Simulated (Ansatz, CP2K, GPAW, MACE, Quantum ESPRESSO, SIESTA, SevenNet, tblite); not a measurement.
## Ag(111)/Be(0001) interface (62 atoms): runs against a plane-wave reference

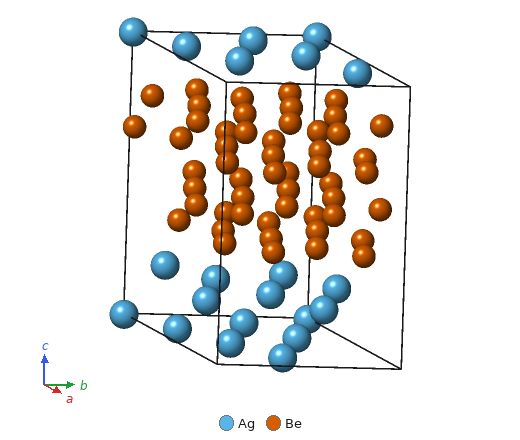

The cell (silver blue, beryllium orange). Some periodic images of atoms are drawn too.

The cell holds 62 atoms: 14 Ag and 48 Be. Its edges and angles: a = 7.781 Å, b = 7.781 Å, c = 12.536 Å, α = 90.0°, β = 90.0°, γ = 60.0°. Fcc Ag(111), 2 repeat layers, 7 surface cells, strained +1.81 and +1.81 %; hcp Be(0001), 2 layers, 12 cells, -1.75 and -1.75 %; outer planes 2.37 Å apart and 2.39 Å at the second interface of the periodic stack; not relaxed, displaced by a Gaussian of 0.02 Å. Then every atom was moved at random, 0.03 Å r.m.s. a Cartesian component. Regions: Ag, 14 atoms (14 Ag); Be, 48 atoms (48 Be).

Geometry: as built.

The reference, a calculation:

| Quantity | Value |
| --- | --- |
| method | Kohn-Sham DFT, PBE, SSSP efficiency 1.3.0 pseudopotentials, plane waves (Quantum ESPRESSO 7.5); sssp-pbe-1.3.0-efficiency, cutoffs 45/360 Ry, Γ point |
| r.m.s. force component | 0.4074 eV/Å |
| longest force | 1.222 eV/Å |
| pressure | -1.323 GPa |
| time | 1.8 min on 2 MPI ranks of Arm Neoverse V1, shared host |
| CPU time | 3.6 min |

**Question.** The same geometry is run in other programs. How far does each lie from the reference, and what does it cost?
- GPAW LDA, LCAO dzp, h 0.2 Å (GPAW 26.7.0; 1 thread)
- CP2K PBE, DZVP-MOLOPT-SR, 300/50 Ry, diagonalisation (CP2K 2026.2; 2 threads)
- SevenNet l3i5 potential (SevenNet l3i5; 1 thread)
- SevenNet 0 potential (SevenNet 0; 1 thread)
- GPAW PBE, LCAO dzp, h 0.2 Å (GPAW 26.7.0; 1 thread)
- MACE MP-0b3 medium potential (MACE MP-0b3 medium; 1 thread)
- tblite GFN1-xTB (tblite 0.8.0; 1 thread)
- QE PBE+D3(BJ), sssp-1.3.0-efficiency, 45/360 Ry (Quantum ESPRESSO 7.5; 2 MPI ranks)
- GPAW PBE, LCAO szp(dzp), h 0.2 Å (GPAW 26.7.0; 1 thread)
- CP2K GFN1-xTB, diagonalisation (CP2K 2026.2; 1 thread)

Differences are against the plane-wave reference, forces as r.m.s. over components; share is that over the reference's r.m.s. force, slope the least-squares factor from reference forces to these. Total energies of different programs have different zeros and aren't compared.

```
                                                          run  Δ force, r.m.s. (meV/Å)  share (%)  slope  Δ pressure (GPa)  cores  CPU time  memory (GiB)
                                                    reference                        -          -      -                 -      2   3.6 min           1.4
                                  GPAW LDA, LCAO dzp, h 0.2 Å                      166       40.7  0.980                 -      1   3.9 min          0.84
CP2K PBE, DZVP-MOLOPT-SR, 300/50 Ry, diagonalisation (coarse)                     1747        429  0.866              9.38      2    11 min           1.1
                                      SevenNet l3i5 potential                      208       51.2  0.732              2.08      1      11 s           1.4
                                         SevenNet 0 potential                      340       83.4  0.756            -0.499      1     9.3 s          0.88
                                  GPAW PBE, LCAO dzp, h 0.2 Å                      149       36.6  1.104                 -      1   3.8 min          0.83
                                 MACE MP-0b3 medium potential                      271       66.5  0.755              3.03      1     9.7 s           1.1
                                              tblite GFN1-xTB                      281       69.1  0.670              23.3      1       4 s          0.11
              QE PBE+D3(BJ), sssp-1.3.0-efficiency, 45/360 Ry                     15.1       3.72  1.016             -5.97      2   3.5 min           1.4
                    GPAW PBE, LCAO szp(dzp), h 0.2 Å (coarse)                      182       44.7  1.073                 -      1   2.8 min          0.79
                               CP2K GFN1-xTB, diagonalisation                      271       66.5  0.650              20.3      1      11 s          0.25
```

Rows marked coarse were listed beforehand as settings not expected to be converged; some can still land near the reference.

Times of the machine-learned potentials are mostly Python's start and the loading of weights.

CPU time is summed over cores on a shared host, where runs went side by side, so it is rough. Symmetry, cutoffs, thresholds, outputs and thread counts weren't matched or tuned between programs; memory under MPI is the largest rank's times the ranks.

The PBE run in local orbitals, coarse settings apart, differs by 37 % (GPAW PBE, LCAO dzp, h 0.2 Å); basis, grid and potentials can all enter. Tight binding differs by 67 % (CP2K GFN1-xTB, diagonalisation) to 69 % (tblite GFN1-xTB); it is another model, with fitted parameters of its own, and the xTB methods hold dispersion. Machine-learned potentials differ by 51 % (SevenNet l3i5 potential) to 83 % (SevenNet 0 potential); they were trained on other programs' data. Among those trained on PBE data the slope goes as low as 0.73, with a correlation of 0.86, so directions differ as well as sizes. In the reference's own program, potentials and cutoffs, a change of model alone moves forces by 3.7 % (QE PBE+D3(BJ), sssp-1.3.0-efficiency, 45/360 Ry). Periodic xTB results under one method name differ between programs and library versions. Machine-learned potentials mimic data converged in k, so the reference's own k-point error enters their differences. The electronic-structure runs sample only Γ, in a cell whose shortest periodic width is 7 Å, which is coarse for a cell with partly filled levels.

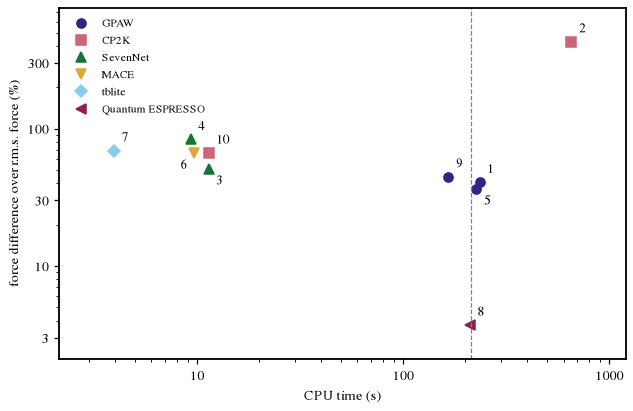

Force difference against CPU time; the dashed line marks the reference's time. Points: 1 GPAW LDA, LCAO dzp, h 0.2 Å; 2 CP2K PBE, DZVP-MOLOPT-SR, 300/50 Ry, diagonalisation; 3 SevenNet l3i5 potential; 4 SevenNet 0 potential; 5 GPAW PBE, LCAO dzp, h 0.2 Å; 6 MACE MP-0b3 medium potential; 7 tblite GFN1-xTB; 8 QE PBE+D3(BJ), sssp-1.3.0-efficiency, 45/360 Ry; 9 GPAW PBE, LCAO szp(dzp), h 0.2 Å; 10 CP2K GFN1-xTB, diagonalisation.

[Logs are printed without paths, hosts, clocks, repeated set-up lines and the standing remarks that a program may print on its own settings, such as how far it seeks lower states.]

[Hosts, paths, dates, database ids (printed as entryN), source tags and the programs' standing remarks are cut or masked in the printed files.]
